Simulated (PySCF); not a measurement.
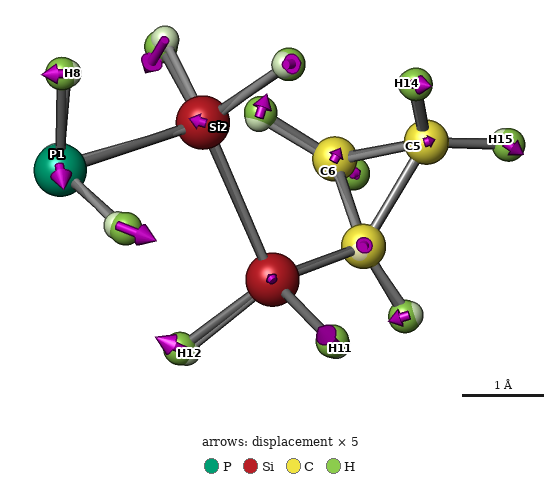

This is a relaxation of C$_{3}$H$_{11}$PSi$_{2}$. The starting structure is drawn faded, the final one solid; purple arrows show the displacements, 5 times their true length. The two geometries are superimposed by the best rigid fit.

The picture is a ball-and-stick view, seen from a free direction.

The start comes from GFN2-xTB. Its atoms were then displaced at random by about 0.01 Å.

These are results of PBE0-D3(BJ)/def2-SVP geometry optimisation, gas phase (PySCF 2.14.0, density-fitted response routines), not measurements. 

**Atoms of which element are displaced furthest, and by how much?**

Hydrogen: up to 0.14 Å, against 0.08 Å for phosphorus.

**What happened in the run?**

An H atom moves most after the best rigid fit: 0.14 Å. Largest moves by element: H 0.14 Å, P 0.08 Å, C 0.05 Å, Si 0.05 Å. Among the contacts that change: H–P 1.386 → 1.429 Å, H–Si 1.460 → 1.499 Å, C–Si 1.834 → 1.871 Å, C–H 1.120 → 1.097 Å. Bond angles that change, for instance: Si–Si–H 116.3° → 110.9°, C–C–H 111.1° → 115.2°, P–Si–H 103.2° → 106.9°. Over 4 geometry steps the energy falls by 0.190 eV. The run took 2.2 min on 1 thread of Intel(R) Xeon(R) Processor @ 2.50GHz, with other jobs on the host.
